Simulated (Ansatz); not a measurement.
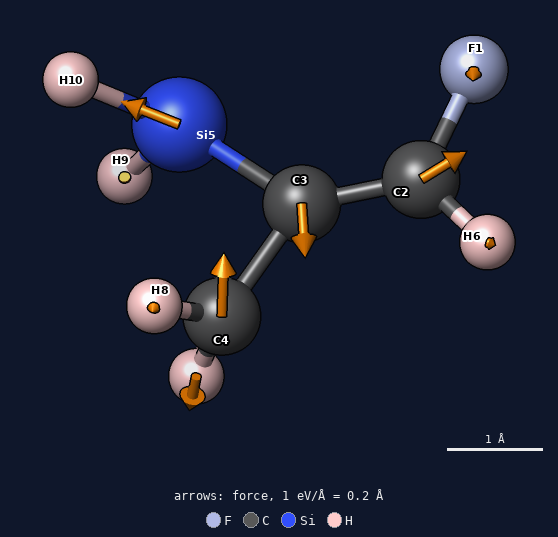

Starting geometry of C3H5FSi (coarse preliminary run) with the computed forces as orange arrows. Style: ball-and-stick. Shown at a tilt.

The start comes from a force field.

All numbers below come from Ansatz, RKS PBE-D4/def2-SVP. Settings: force threshold 0.03 eV/Å; at most 200 steps.

Is this structure relaxed? If not, where do the atoms go?

Answer. It isn't relaxed: the largest force vector, on a C atom, is 3.65 eV/Å. The final displacements have little in common with the starting forces (cosine between the two patterns 0.21). The atom that moves furthest after the best rigid fit is the Si atom (0.46 Å). By element the largest moves are Si 0.46 Å, H 0.27 Å, C 0.26 Å, F 0.17 Å. Near-neighbour distances that change, for instance: C–Si 2.315 → 1.898 Å, C–Si 1.723 → 1.831 Å, C–H 1.038 → 1.108 Å, C–C 1.298 → 1.333 Å. New bonds form: C–Si (2.31 → 1.90 Å). Bond angles that change, for instance: C–C–Si 92.4° → 68.5°, C–C–Si 134.4° → 154.3°, H–Si–H 108.1° → 115.0°. After 8 geometry steps the energy has fallen by 126.4 kJ/mol. Largest force component: 3.1 eV/Å at the start, 0.019 eV/Å at the end. Cost: 10 s on 4 threads of Arm Neoverse V1, on a shared host.
